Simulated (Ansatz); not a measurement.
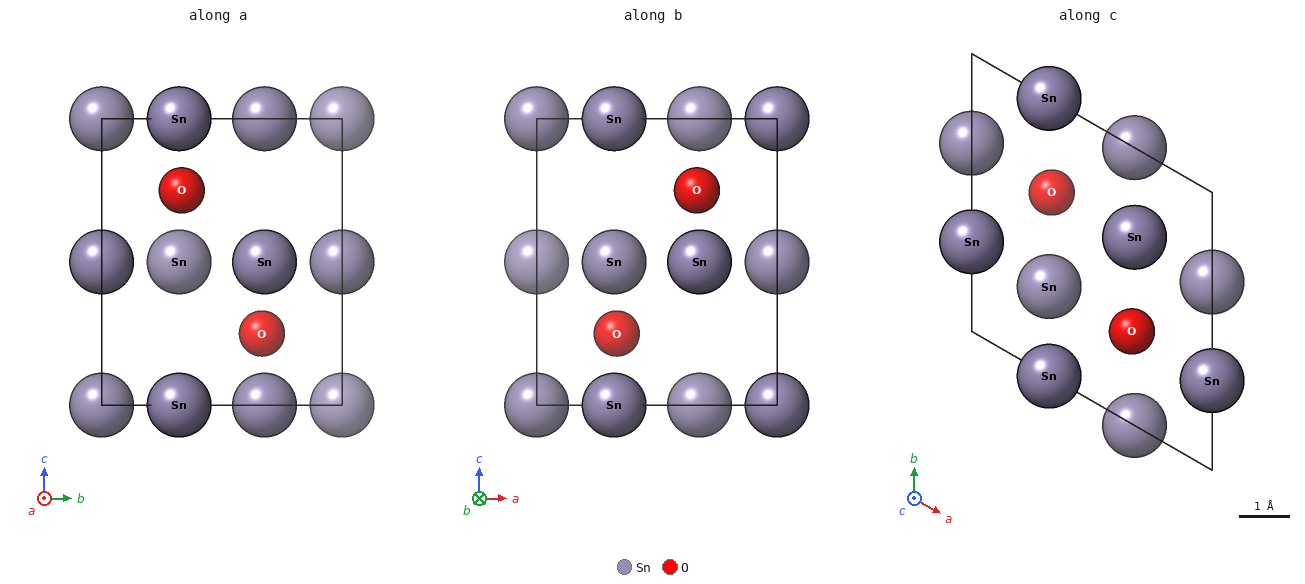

Crystal structure, spheres-only style, seen along the a axis, along the b axis and along the c axis. The parallelepiped is the conventional unit cell.

Lattice parameters: a = 5.5642 Å, b = 5.5642 Å, c = 5.7366 Å, α = 90.000°, β = 90.000°, γ = 120.000°.

> Write the structure as a CIF with its space group and independent sites, with free fractional coordinates to two decimals.

```cif
data_structure
_symmetry_space_group_name_H-M 'P 63 2 2'
_symmetry_Int_Tables_number 182
_cell_length_a 5.5642
_cell_length_b 5.5642
_cell_length_c 5.7366
_cell_angle_alpha 90.000
_cell_angle_beta 90.000
_cell_angle_gamma 120.000
_cell_volume 153.81
loop_
_atom_site_label
_atom_site_type_symbol
_atom_site_symmetry_multiplicity
_atom_site_Wyckoff_symbol
_atom_site_fract_x
_atom_site_fract_y
_atom_site_fract_z
_atom_site_occupancy
Sn1 Sn 6 g 0.32 0.00 0.00 1
O1 O 2 c 0.3333 0.6667 0.25 1
```

The initial geometry was a structure type filled with these elements by a generator (whether the compound takes this form wasn't checked). The cell was then strained or its atoms displaced on purpose. It went into a calculation with Ansatz.
